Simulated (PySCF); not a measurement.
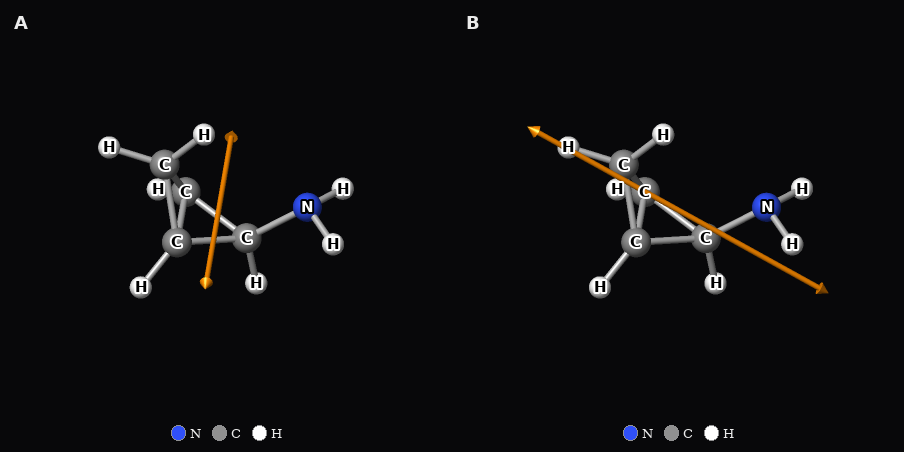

The double arrows show the directions of two transition dipoles from the ground state (lengths mean nothing). The computed structure is the end point of a PBE0-D3(BJ)/def2-SVP optimisation. No frequency run is at hand to confirm it as a minimum. Method: TDDFT ωB97X-D/def2-SVPD, vertical, gas phase, core orbitals frozen in the response (PySCF 2.14.0).

> One belongs to singlet state 3 and one to singlet state 7. Which is which?

A: state 3, 7.98 eV (155 nm), oscillator strength 0.066, mainly HOMO → LUMO+2 (weight 0.61).
B: state 7, 8.19 eV (151 nm), oscillator strength 0.032, of mixed character, with the largest part HOMO−1 → LUMO+1 (weight 0.46).
